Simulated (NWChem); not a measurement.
# ROCCSD/6-31G(d)/LANL2DZ (core potential, Cartesian functions) run of SnH2Cl (SMILES [Cl][SnH2])

What is the vertical electron affinity of SnH2Cl at ROCCSD/6-31G*/LANL2DZ (core potential, Cartesian functions)? 

The calculation is run with NWChem 7.3.0.

7 further runs of the same task are left out: 3 that didn't finish, 4 set aside as unsound or not needed.

## 1. The system as given

SnH2Cl has 4 atoms, charge 0, and is taken as a doublet. SMILES: `[Cl][SnH2]`. The shape is that of a PBE0-D4/def2-TZVP optimisation.

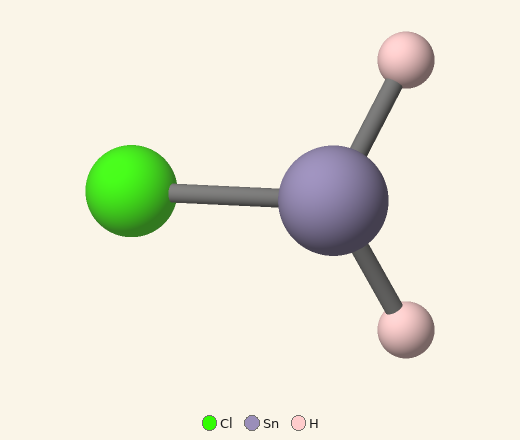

The structure, seen from a chosen angle (chlorine green, tin purple, hydrogen pink).

## 2. The energy at ROCCSD/6-31G(d)/LANL2DZ (core potential, Cartesian functions)

nw.nw

```
start nw
title "ClH2Sn energy"
memory stack 880 mb heap 220 mb global 1100 mb

geometry units angstrom noautoz
  Cl   -1.882600    0.398400   -0.585000
  Sn    0.380000   -0.179600   -0.397100
  H     0.412500   -1.500000    0.709600
  H     1.145500    1.221000    0.252100
end

basis cartesian
  * library 6-31G* except Sn
  Sn library "lanl2dz ecp"
end

ecp
  Sn library "lanl2dz ecp"
end

scf
  doublet
  rohf
  thresh 1e-07
  maxiter 60
  print medium
end

tce
  scf
  ccsd
  freeze core 5
  maxiter 100
end

task tce energy
```

Command:

```sh
$ nwchem nw.nw > nw.out
```

The log of the run:

```text
[...]
 Group name             Cs
[...]
  functions       =    31
[...]
  wavefunction    = ROHF
[...]
         Total SCF energy =   -463.882530764994
      One-electron energy =   -688.715299839160
      Two-electron energy =    201.291189423846
 Nuclear repulsion energy =     23.541579650320
        Time for solution =      1.1s
[...]
         Wavefunction type : Restricted open-shell Hartree-Fock
          No. of electrons :    23
[...]
         Spin multiplicity : doublet
[...]
 CCSD total energy / hartree       =      -464.075319278831614
[...]
```

Wall time 2.3 s (1 thread of INTEL XEON PLATINUM 8581C at 2.30GHz (Emerald Rapids), shared host); peak memory 0.12 GiB.

## 3. The singlet anion

run.py

```python
from ase import Atoms
from ase.calculators.nwchem import NWChem

atoms = Atoms(['Cl', 'Sn', 'H', 'H'], positions=[
    [-1.882600, 0.398400, -0.585000],
    [0.380000, -0.179600, -0.397100],
    [0.412500, -1.500000, 0.709600],
    [1.145500, 1.221000, 0.252100],
])

calc = NWChem(
    label='geom',
    theory='tce',
    memory='2200 mb',
    basis={'Cl': '6-31G*', 'Sn': '"lanl2dz ecp"', 'H': '6-31G*'},
    charge=-1,
    ecp={'Sn library': '"lanl2dz ecp"'},
    scf={'nopen': '0', 'rhf': None, 'thresh': '1e-07', 'maxiter': '80'},
    tce={'scf': None, 'ccsd': None, 'freeze': 'core 5', 'maxiter': '100'},
    task='energy',
)
atoms.calc = calc

print(f"energy = {atoms.get_potential_energy():.6f} eV")
```

Command:

```sh
$ export ASE_NWCHEM_COMMAND="nwchem PREFIX.nwi > PREFIX.nwo"
$ python run.py
```

The log of the run:

```text
energy = -12629.230916 eV
```

The calculator wrote geom.nwi:

```
title "geom"

permanent_dir geom

scratch_dir geom

start geom

geometry units angstrom nocenter noautosym noautoz
  Cl -1.8826000000000001e+00 3.9839999999999998e-01 -5.8499999999999996e-01
  Sn 3.8000000000000000e-01 -1.7960000000000001e-01 -3.9710000000000001e-01
  H  4.1249999999999998e-01 -1.5000000000000000e+00 7.0960000000000001e-01
  H  1.1455000000000000e+00 1.2210000000000001e+00 2.5209999999999999e-01
end

charge -1

memory 2200 mb

basis noprint
  Cl library 6-31G*
  Sn library "lanl2dz ecp"
   H library 6-31G*
end

ecp
  Sn library "lanl2dz ecp"
end
scf
  nopen 0
  rhf
  thresh 1e-07
  maxiter 80
end
tce
  scf
  ccsd
  freeze core 5
  maxiter 100
end

task tce energy
```

geom.nwo:

```text
Northwest Computational Chemistry Package (NWChem) 7.3.0
             --------------------------------------------------------

           Job information
           ---------------

    nwchem branch   = 7.3.0
    use scalapack   = T
    input           = geom.nwi
    prefix          = geom.
    data base       = geom/geom.db
    status          = startup
    nproc           =        1

           Memory information
           ------------------

    heap     =     72089596 doubles =      550.0 Mbytes
    stack    =     72089601 doubles =      550.0 Mbytes
    global   =    144179200 doubles =     1100.0 Mbytes (distinct from heap & stack)
    total    =    288358397 doubles =     2200.0 Mbytes
    verify   = yes
    hardfail = no

           Directory information
           ---------------------

  0 permanent = geom
  0 scratch   = geom

                                NWChem Input Module
                                -------------------

                                       geom
                                       ----

 Scaling coordinates for geometry "geometry" by  1.889725989
 (inverse scale =  0.529177249)

                             Geometry "geometry" -> ""
                             -------------------------

 Output coordinates in angstroms (scale by  1.889725989 to convert to a.u.)

[... 107 lines left out ...]
 Convergence threshold     :          1.000E-07
[... 13 lines left out ...]
       Final RHF  results
[... 3 lines left out ...]
      One-electron energy =   -693.419286405740
[... 1 line left out ...]
 Nuclear repulsion energy =     23.541579650653
[... 30 lines left out ...]
                       ROHF Final Molecular Orbital Analysis
[... 340 lines left out ...]
 CCSD total energy / hartree       =      -464.115679550481843
[... 1 line left out ...]
 Singles contributions

 Doubles contributions

 Task  times  cpu:        1.7s     wall:        1.7s
 Total times  cpu:        1.7s     wall:        1.7s
```

It took 2.6 s on 1 thread of INTEL XEON PLATINUM 8581C at 2.30GHz (Emerald Rapids), shared host; peak memory 0.12 GiB.

## 4. Summary of results

Level: ROCCSD/6-31G*/LANL2DZ (core potential, Cartesian functions), 5 core orbitals frozen.

| quantity | value |
| --- | --- |
| doublet SnH2Cl: total energy | -464.07532 Eh |
| doublet SnH2Cl: correlation energy (5 core orbitals frozen) | -192.8 mEh |
| singlet anion: total energy | -464.11568 Eh |
| singlet anion: HOMO energy (Hartree–Fock orbitals) | -1.47 eV |
| singlet anion: LUMO energy (Hartree–Fock orbitals) | 7.37 eV |
| singlet anion: HOMO–LUMO gap (to an unbound level, set by the basis) | 8.84 eV |
| singlet anion: correlation energy (5 core orbitals frozen) | -198.3 mEh |
| vertical electron affinity (to the singlet anion) | 1.098 eV |

What this shows: At fixed nuclei the extra electron is bound by 1.10 eV (25 kcal/mol). The basis has no diffuse functions, so the error can be as large as this value.
